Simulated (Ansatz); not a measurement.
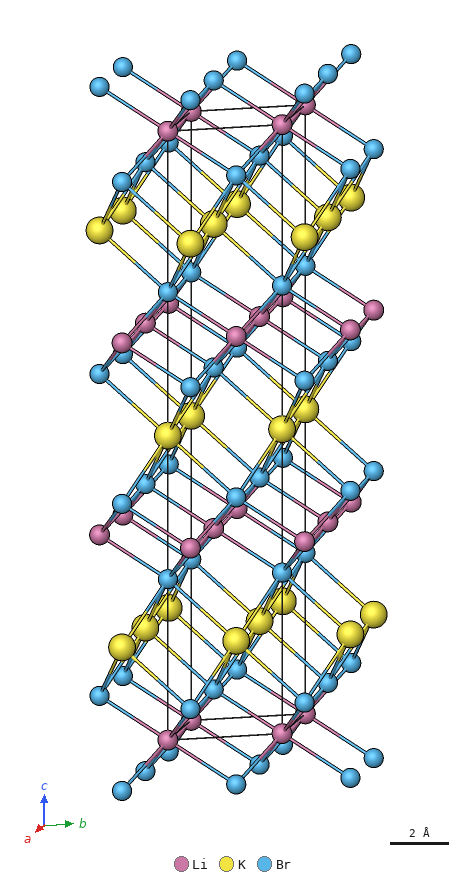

Ball-and-stick representation of a periodic structure, projected slightly off an axis. The lines enclose the conventional unit cell; boundary atoms appear with their images. Atoms of adjacent cells appear where they bond to atoms in the box.

KLiBr2, α-NaFeO₂ type, space group R-3m (No. 166), a = 4.218 Å, b = 4.218 Å, c = 21.594 Å, α = 90.00°, β = 90.00°, γ = 120.00°. The structure comes from a structure type filled with these elements by a generator (whether the compound takes this form wasn't checked). Earlier steps of the study may have refined or changed the cell and positions. Ansatz was used for an electronic-structure calculation on it.

This one geometry was computed with Ansatz (DFT, plane waves, PAW) at five levels of theory: PBE0, r2SCAN, PBE with spin-orbit coupling, PBE and HSE06. It was relaxed beforehand with r2SCAN.

Q: How does the band gap change with the level of theory?

A: PBE with spin-orbit coupling: a gap of 4.25 eV, direct; PBE: a gap of 4.42 eV, direct; r2SCAN: a gap of 5.12 eV, direct; HSE06: a gap of 5.59 eV, direct; PBE0: a gap of 6.29 eV, direct.

Q: Collect the results in a table.

A:
| level | cutoff (eV) | k-mesh of the run's cell | gap (eV) | pressure (GPa) |
| --- | --- | --- | --- | --- |
| PBE0 | 420 | 6×6×6 | 6.29 | 0.2 |
| r2SCAN | 500 | 8×8×8 | 5.12 | 0.0 |
| PBE with spin-orbit coupling | 420 | 8×8×8 | 4.25 | 0.6 |
| PBE | 420 | 8×8×8 | 4.42 | 0.6 |
| HSE06 | 420 | 6×6×6 | 5.59 | 0.2 |

Gaps are taken on the k-mesh or band path of each run.
